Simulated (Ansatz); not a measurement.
# CH₃Cl₃NNb: molecular dynamics (part 2 of 2)

Continued. System: CH₃Cl₃NNb, SMILES C[N]=[Nb]([Cl])([Cl])[Cl]. Method: RKS revPBE-d4/def2-SVP (Ansatz 0.2.0). The geometry comes from this level: PBE0-D4/def2-TZVP.

Geometry of the input (Å):
```
C  0.2448  -1.3191  0.9492
N  0.0435  -0.1827  0.1257
Nb -0.2048  1.1988  -0.8737
Cl -1.9447  0.6724  -2.2660
Cl 1.7584  1.5288  -2.0051
Cl -0.7049  2.9270  0.5427
H  -0.6534  -1.5250  1.5389
H  0.4691  -2.1975  0.3368
H  1.0806  -1.1489  1.6344
```

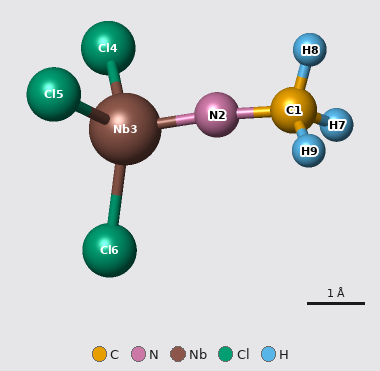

*The geometry at step 13 of the log (ball-and-stick view, seen at a tilt; atoms are numbered from 1 in the order of the input).*

### Trajectory as extended XYZ, continued
```
9
Properties=species:S:1:pos:R:3:forces:R:3 step=5 time_fs=2.5 energy=-41681.68119 temperature=396.3
C     0.2451   -1.3143    0.9511    0.4688  -1.0503   0.4014
N     0.0507   -0.1935    0.1057   -0.0141  -0.8005   0.9162
Nb   -0.2084    1.2033   -0.8667   -0.0551   0.4398  -0.9259
Cl   -1.9394    0.6683   -2.2712   -0.3431  -0.0994  -0.2484
Cl    1.7508    1.5317   -2.0039    0.4204   0.0716  -0.2256
Cl   -0.6943    2.9219    0.5330   -0.1792   0.5837   0.5577
H    -0.6469   -1.5838    1.5666   -0.1686   0.4156  -0.1035
H     0.3946   -2.2603    0.3178    0.4066   0.8315   0.6237
H     1.0788   -1.1207    1.7215   -0.5357  -0.3920  -0.9956
9
Properties=species:S:1:pos:R:3:forces:R:3 step=6 time_fs=3.0 energy=-41681.64342 temperature=354.9
C     0.2455   -1.3138    0.9516    0.3845  -1.2245   0.5124
N     0.0521   -0.1960    0.1021   -0.0341  -0.8183   0.9902
Nb   -0.2091    1.2042   -0.8654   -0.0384   0.3703  -0.9980
Cl   -1.9384    0.6674   -2.2723   -0.3382  -0.0923  -0.2415
Cl    1.7493    1.5323   -2.0037    0.4196   0.0763  -0.2256
Cl   -0.6922    2.9210    0.5311   -0.1946   0.6326   0.6062
H    -0.6476   -1.5937    1.5724   -0.0708   0.5231  -0.2101
H     0.3820   -2.2690    0.3171    0.4725   0.9692   0.7096
H     1.0760   -1.1172    1.7340   -0.6006  -0.4365  -1.1431
9
Properties=species:S:1:pos:R:3:forces:R:3 step=7 time_fs=3.5 energy=-41681.61041 temperature=318.7
C     0.2459   -1.3136    0.9523    0.2610  -1.3528   0.6030
N     0.0536   -0.1987    0.0987   -0.0547  -0.8165   1.0475
Nb   -0.2098    1.2051   -0.8641   -0.0194   0.2876  -1.0608
Cl   -1.9375    0.6666   -2.2734   -0.3331  -0.0850  -0.2346
Cl    1.7479    1.5329   -2.0035    0.4185   0.0811  -0.2257
Cl   -0.6901    2.9201    0.5294   -0.2099   0.6818   0.6545
H    -0.6485   -1.6024    1.5777    0.0146   0.6192  -0.3044
H     0.3705   -2.2755    0.3180    0.5382   1.0487   0.7556
H     1.0718   -1.1147    1.7438   -0.6152  -0.4640  -1.2351
9
Properties=species:S:1:pos:R:3:forces:R:3 step=8 time_fs=4.0 energy=-41681.58575 temperature=291.6
C     0.2463   -1.3136    0.9530    0.1082  -1.4316   0.6669
N     0.0550   -0.2016    0.0954   -0.0761  -0.7942   1.0871
Nb   -0.2105    1.2061   -0.8628    0.0019   0.1915  -1.1136
Cl   -1.9365    0.6657   -2.2746   -0.3280  -0.0776  -0.2276
Cl    1.7466    1.5335   -2.0034    0.4173   0.0860  -0.2258
Cl   -0.6881    2.9193    0.5276   -0.2251   0.7311   0.7023
H    -0.6494   -1.6095    1.5823    0.0804   0.7004  -0.3812
H     0.3604   -2.2794    0.3207    0.6018   1.0691   0.7623
H     1.0662   -1.1133    1.7506   -0.5805  -0.4748  -1.2705
9
Properties=species:S:1:pos:R:3:forces:R:3 step=9 time_fs=4.5 energy=-41681.57126 temperature=275.6
C     0.2468   -1.3139    0.9539   -0.0669  -1.4582   0.6994
N     0.0564   -0.2045    0.0924   -0.0983  -0.7510   1.1087
Nb   -0.2112    1.2070   -0.8616    0.0256   0.0818  -1.1563
Cl   -1.9356    0.6649   -2.2757   -0.3228  -0.0700  -0.2207
Cl    1.7452    1.5341   -2.0032    0.4159   0.0909  -0.2259
Cl   -0.6860    2.9185    0.5259   -0.2402   0.7804   0.7497
H    -0.6501   -1.6150    1.5860    0.1223   0.7646  -0.4368
H     0.3517   -2.2808    0.3253    0.6619   1.0303   0.7303
H     1.0591   -1.1131    1.7544   -0.4975  -0.4687  -1.2485
9
Properties=species:S:1:pos:R:3:forces:R:3 step=10 time_fs=5.0 energy=-41681.56676 temperature=270.4
C     0.2473   -1.3144    0.9549   -0.2601  -1.4306   0.6972
N     0.0578   -0.2076    0.0895   -0.1211  -0.6877   1.1126
Nb   -0.2119    1.2080   -0.8604    0.0516  -0.0410  -1.1891
Cl   -1.9347    0.6640   -2.2769   -0.3177  -0.0624  -0.2139
Cl    1.7439    1.5348   -2.0031    0.4145   0.0958  -0.2261
Cl   -0.6840    2.9177    0.5243   -0.2551   0.8296   0.7964
H    -0.6505   -1.6187    1.5886    0.1379   0.8100  -0.4692
H     0.3445   -2.2797    0.3316    0.7169   0.9319   0.6602
H     1.0508   -1.1140    1.7552   -0.3669  -0.4455  -1.1682
9
Properties=species:S:1:pos:R:3:forces:R:3 step=11 time_fs=5.5 energy=-41681.57012 temperature=273.9
C     0.2477   -1.3153    0.9561   -0.4690  -1.3473   0.6585
N     0.0592   -0.2108    0.0868   -0.1442  -0.6060   1.0997
Nb   -0.2127    1.2089   -0.8592    0.0798  -0.1757  -1.2125
Cl   -1.9339    0.6631   -2.2780   -0.3127  -0.0546  -0.2071
Cl    1.7426    1.5354   -2.0030    0.4130   0.1007  -0.2264
Cl   -0.6820    2.9171    0.5227   -0.2698   0.8784   0.8423
H    -0.6506   -1.6204    1.5901    0.1268   0.8358  -0.4778
H     0.3391   -2.2764    0.3395    0.7659   0.7742   0.5528
H     1.0417   -1.1160    1.7532   -0.1898  -0.4054  -1.0296
9
Properties=species:S:1:pos:R:3:forces:R:3 step=12 time_fs=6.0 energy=-41681.57773 temperature=282.1
C     0.2480   -1.3165    0.9574   -0.6909  -1.2088   0.5836
N     0.0606   -0.2141    0.0844   -0.1669  -0.5082   1.0713
Nb   -0.2134    1.2099   -0.8580    0.1099  -0.3209  -1.2273
Cl   -1.9330    0.6623   -2.2792   -0.3076  -0.0468  -0.2003
Cl    1.7414    1.5360   -2.0029    0.4113   0.1056  -0.2266
Cl   -0.6800    2.9165    0.5211   -0.2842   0.9266   0.8872
H    -0.6504   -1.6201    1.5905    0.0899   0.8418  -0.4630
H     0.3355   -2.2712    0.3488    0.8078   0.5593   0.4097
H     1.0321   -1.1189    1.7488    0.0308  -0.3485  -0.8347
9
Properties=species:S:1:pos:R:3:forces:R:3 step=13 time_fs=6.5 energy=-41681.58531 temperature=290.2
C     0.2482   -1.3179    0.9588   -0.9210  -1.0181   0.4753
N     0.0619   -0.2175    0.0820   -0.1884  -0.3974   1.0293
Nb   -0.2141    1.2108   -0.8569    0.1416  -0.4746  -1.2346
Cl   -1.9322    0.6614   -2.2804   -0.3025  -0.0389  -0.1935
Cl    1.7401    1.5367   -2.0028    0.4094   0.1105  -0.2268
Cl   -0.6780    2.9159    0.5196   -0.2983   0.9740   0.9309
H    -0.6499   -1.6178    1.5898    0.0296   0.8282  -0.4260
H     0.3339   -2.2647    0.3590    0.8415   0.2927   0.2351
H     1.0226   -1.1227    1.7423    0.2882  -0.2764  -0.5897
9
Properties=species:S:1:pos:R:3:forces:R:3 step=14 time_fs=7.0 energy=-41681.58911 temperature=294.3
C     0.2482   -1.3194    0.9603   -1.1498  -0.7828   0.3402
N     0.0632   -0.2210    0.0799   -0.2078  -0.2770   0.9757
Nb   -0.2148    1.2117   -0.8558    0.1744  -0.6345  -1.2356
Cl   -1.9314    0.6605   -2.2816   -0.2973  -0.0310  -0.1866
Cl    1.7389    1.5373   -2.0027    0.4072   0.1152  -0.2269
Cl   -0.6760    2.9154    0.5182   -0.3120   1.0203   0.9733
H    -0.6494   -1.6135    1.5880   -0.0505   0.7959  -0.3691
H     0.3342   -2.2575    0.3697    0.8658  -0.0140   0.0365
H     1.0138   -1.1271    1.7344    0.5699  -0.1920  -0.3075
9
Properties=species:S:1:pos:R:3:forces:R:3 step=15 time_fs=7.5 energy=-41681.58724 temperature=292.4
C     0.2479   -1.3212    0.9619   -1.3608  -0.5170   0.1889
N     0.0645   -0.2245    0.0780   -0.2243  -0.1507   0.9126
Nb   -0.2155    1.2126   -0.8548    0.2080  -0.7985  -1.2316
Cl   -1.9306    0.6596   -2.2829   -0.2919  -0.0231  -0.1797
Cl    1.7377    1.5380   -2.0027    0.4047   0.1198  -0.2269
Cl   -0.6741    2.9150    0.5169   -0.3253   1.0653   1.0143
H    -0.6490   -1.6073    1.5853   -0.1454   0.7462  -0.2953
H     0.3366   -2.2503    0.3806    0.8795  -0.3415  -0.1736
H     1.0063   -1.1320    1.7258    0.8557  -0.1006  -0.0087
9
Properties=species:S:1:pos:R:3:forces:R:3 step=16 time_fs=8.0 energy=-41681.58066 temperature=285.4
C     0.2474   -1.3230    0.9635   -1.5308  -0.2418   0.0352
N     0.0657   -0.2281    0.0762   -0.2372  -0.0219   0.8424
Nb   -0.2162    1.2135   -0.8537    0.2418  -0.9638  -1.2240
Cl   -1.9298    0.6588   -2.2841   -0.2864  -0.0152  -0.1726
Cl    1.7366    1.5386   -2.0026    0.4018   0.1241  -0.2266
Cl   -0.6722    2.9147    0.5156   -0.3380   1.1087   1.0535
H    -0.6490   -1.5994    1.5820   -0.2491   0.6810  -0.2088
H     0.3412   -2.2440    0.3910    0.8803  -0.6618  -0.3770
H     1.0009   -1.1371    1.7172    1.1175  -0.0095   0.2779
9
Properties=species:S:1:pos:R:3:forces:R:3 step=17 time_fs=8.5 energy=-41681.57328 temperature=277.7
C     0.2466   -1.3249    0.9651   -1.6311   0.0152  -0.1052
N     0.0669   -0.2316    0.0745   -0.2458   0.1061   0.7672
Nb   -0.2169    1.2144   -0.8527    0.2755  -1.1282  -1.2141
Cl   -1.9291    0.6579   -2.2854   -0.2806  -0.0073  -0.1653
Cl    1.7355    1.5393   -2.0026    0.3985   0.1283  -0.2261
Cl   -0.6703    2.9144    0.5144   -0.3502   1.1503   1.0910
H    -0.6495   -1.5898    1.5781   -0.3538   0.6029  -0.1145
H     0.3478   -2.2392    0.4006    0.8654  -0.9396  -0.5518
H     0.9982   -1.1422    1.7093    1.3222   0.0725   0.5188
9
Properties=species:S:1:pos:R:3:forces:R:3 step=18 time_fs=9.0 energy=-41681.57057 temperature=275.1
C     0.2455   -1.3268    0.9667   -1.6338   0.2235  -0.2185
N     0.0680   -0.2351    0.0730   -0.2500   0.2303   0.6890
Nb   -0.2175    1.2152   -0.8518    0.3085  -1.2894  -1.2030
Cl   -1.9284    0.6570   -2.2866   -0.2747   0.0005  -0.1578
Cl    1.7344    1.5400   -2.0026    0.3947   0.1321  -0.2253
Cl   -0.6684    2.9142    0.5132   -0.3617   1.1898   1.1265
H    -0.6509   -1.5787    1.5740   -0.4509   0.5147  -0.0183
H     0.3565   -2.2367    0.4088    0.8307  -1.1384  -0.6751
H     0.9986   -1.1472    1.7025    1.4372   0.1370   0.6825
9
Properties=species:S:1:pos:R:3:forces:R:3 step=19 time_fs=9.5 energy=-41681.57717 temperature=282.6
C     0.2440   -1.3287    0.9682   -1.5200   0.3563  -0.2961
N     0.0691   -0.2386    0.0716   -0.2497   0.3483   0.6101
Nb   -0.2182    1.2160   -0.8508    0.3406  -1.4453  -1.1919
Cl   -1.9276    0.6561   -2.2879   -0.2685   0.0081  -0.1500
Cl    1.7333    1.5407   -2.0026    0.3905   0.1356  -0.2241
Cl   -0.6666    2.9141    0.5122   -0.3726   1.2270   1.1600
H    -0.6534   -1.5664    1.5698   -0.5308   0.4199   0.0732
H     0.3672   -2.2368    0.4154    0.7717  -1.2279  -0.7288
H     1.0025   -1.1519    1.6974    1.4389   0.1781   0.7477
9
Properties=species:S:1:pos:R:3:forces:R:3 step=20 time_fs=10.0 energy=-41681.59438 temperature=301.5
C     0.2422   -1.3305    0.9697   -1.2872   0.3976  -0.3363
N     0.0702   -0.2421    0.0703   -0.2453   0.4580   0.5323
Nb   -0.2189    1.2168   -0.8499    0.3714  -1.5942  -1.1814
Cl   -1.9270    0.6552   -2.2892   -0.2621   0.0156  -0.1420
Cl    1.7323    1.5414   -2.0026    0.3859   0.1388  -0.2226
Cl   -0.6648    2.9141    0.5112   -0.3828   1.2617   1.1912
H    -0.6572   -1.5531    1.5658   -0.5840   0.3219   0.1535
H     0.3798   -2.2400    0.4203    0.6843  -1.1931  -0.7046
H     1.0098   -1.1561    1.6941    1.3197   0.1939   0.7100
```
